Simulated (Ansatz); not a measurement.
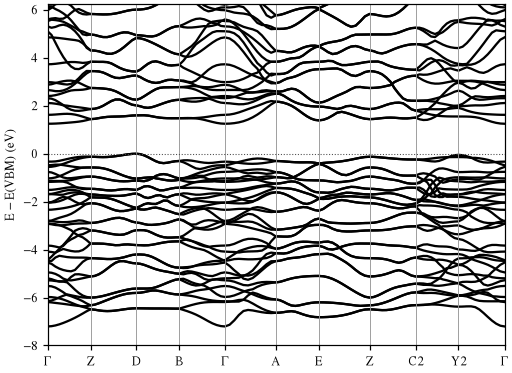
*Band structure from r²SCAN (plane waves, PAW; program Ansatz)*

The gap is 1.24 eV; an edge lies off the plotted path or next to a special point (maximum off the standard path, minimum at Γ).

The material is SbOsSe in space group P2_1/c (No. 14; Sb on 4e, Os on 4e, Se on 4e).

The workflow started from a Materials Project entry (that database holds measured and hypothetical structures alike); the Crystallography Open Database copy checked does not list it. Its standing as an ambient phase is unchecked. The cell was relaxed with r²SCAN under the symmetry of its start; its stability against distortions is not shown here. The run is not spin-polarised. Spin–orbit coupling is left out wherever it is not named.

Potentials: the later of the program's two PAW sets.
